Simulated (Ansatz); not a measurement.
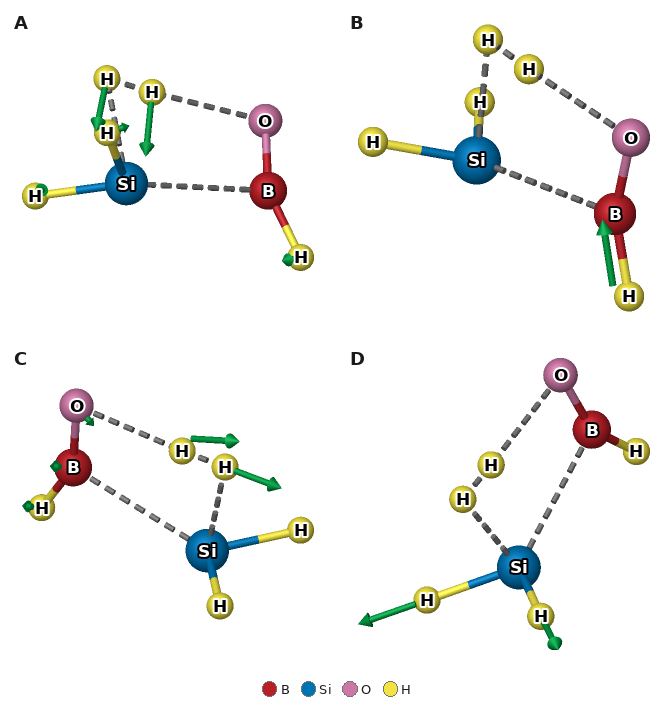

4 normal modes of one molecule or complex, as arrows. Broken sticks mark bonds that form or break. Harmonic vibrations computed with RKS PBE0-D4/def2-TZVP (Ansatz 0.2.0) at a stationary point of the same level. It is a saddle point of order 1.

### Match the panels to the wavenumbers 381 cm⁻¹, 763 cm⁻¹, 2115 cm⁻¹, 2771 cm⁻¹.

A: 763 cm⁻¹
B: 2771 cm⁻¹
C: 381 cm⁻¹
D: 2115 cm⁻¹
